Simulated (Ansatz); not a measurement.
The reference is KI in the rock salt structure (space group Fm-3m, No. 225; a = 7.007 Å). Axes: x, y, z lie along the cube axes.

The change: tensile biaxial strain of 0.92 % in the plane normal to [111], as in epitaxy on a mismatched substrate; the out-of-plane cell vector and the atoms relax.

The values are results of PBEsol/PAW in Ansatz (a program for electronic structure), no SOC, not measurements.

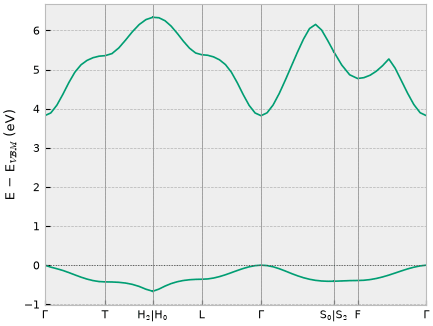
Fig. 1. Highest valence and lowest conduction band along the path of the changed cell's own zone

Read the changed gap and its character from the plot.

About 3.8 eV, direct at Γ.

With I present, leaving out spin-orbit coupling can change the band edges. Whether these cells are dynamically stable was not tested. Labels are those of the standard path for the cell's own space group.
